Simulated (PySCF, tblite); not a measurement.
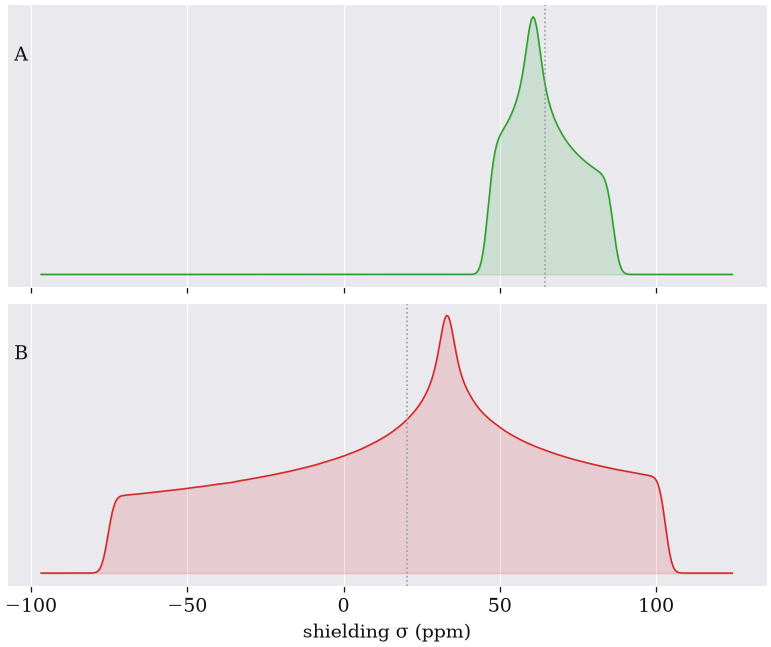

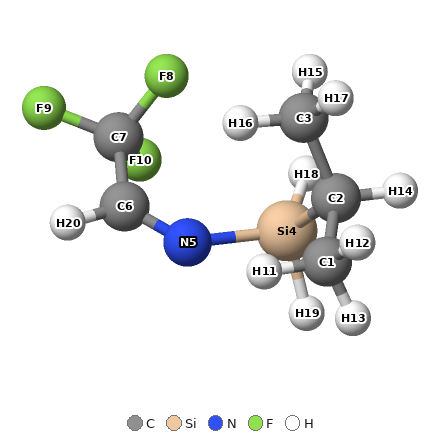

Static powder patterns (¹³C) from GIAO shielding tensors of C₅H₁₀F₃NSi, SMILES CC(C)[SiH2]/N=C\C(F)(F)F, PBE0/pcSseg-1, PySCF 2.14.0, at a GFN2-xTB geometry (a minimum by its frequencies); absolute shielding, one fixed geometry of the isolated molecule without any motion, no dipolar terms. The dotted line is the isotropic value; skew is 3(σiso − σ22)/span.

The panels belong to C6 and C7. Which is which?

panel A: C7, σ11, σ22, σ33 = 46, 61, 86 ppm, isotropic 64, span 40 ppm, skew 0.28; panel B: C6, σ11, σ22, σ33 = −75, 33, 103 ppm, isotropic 20, span 178 ppm, skew −0.22.

Caveats: the tight-binding geometry is rougher than a DFT one and adds to the error; one conformer of a flexible molecule.
